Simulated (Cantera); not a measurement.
Charge: 1 mol Si2H6, 0.12 mol H2O, 42 mol H2, held at 1000 Pa.

Method: chemical equilibrium by Gibbs-energy minimisation in Cantera with the NASA 1993 tables (ideal gas, pure condensed phases). Candidate condensed phases: H2O, Si, SiO2; 18 gas species. The feed counts by its element totals alone. Mutual solubility and eutectic melting of coexisting phases are not modelled. The tables hold silica as quartz up to 1696 K and as liquid above; real silica turns to tridymite and cristobalite and melts near 1996 K. Gases not in the tables: Si2H6 and higher silanes. Kinetics and transport are ignored.

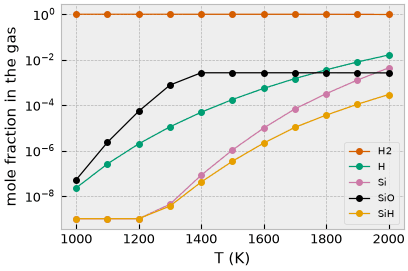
Figure: Equilibrium gas composition (values under 1e-9 drawn at 1e-9)

From 1000 K to 1300 K the condensed part is Si(s) + SiO2(β-quartz). From 1400 K to 1600 K the condensed part is Si(s). From 1700 K to 2000 K the condensed part is Si(l). The main Si-bearing gas is SiO at 1000 K and Si at 2000 K.
